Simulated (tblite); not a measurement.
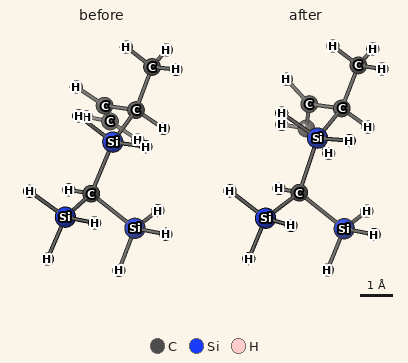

The structure of C₅H₁₆Si₃ before (left) and after (right) a relaxation, at one scale.

Style: ball-and-stick. Shown from a free direction.

The calculation used GFN2-xTB geometry optimisation, gas phase in tblite. 

**Summarise the run.**

The atom that moves furthest after the best rigid fit is an H atom (0.66 Å). Largest moves by element: H 0.66 Å, C 0.40 Å, Si 0.18 Å. Near-neighbour distances that change, for instance: C–Si 1.829 → 1.904 Å, C–Si 1.848 → 1.899 Å, C–C 1.516 → 1.488 Å, H–Si 1.491 → 1.464 Å. Among the angles between lasting bonds that change: Si–C–H 111.4° → 106.4°, Si–C–Si 109.0° → 113.5°, Si–C–Si 107.6° → 111.8°. The energy falls by 0.321 eV in 123 geometry steps.
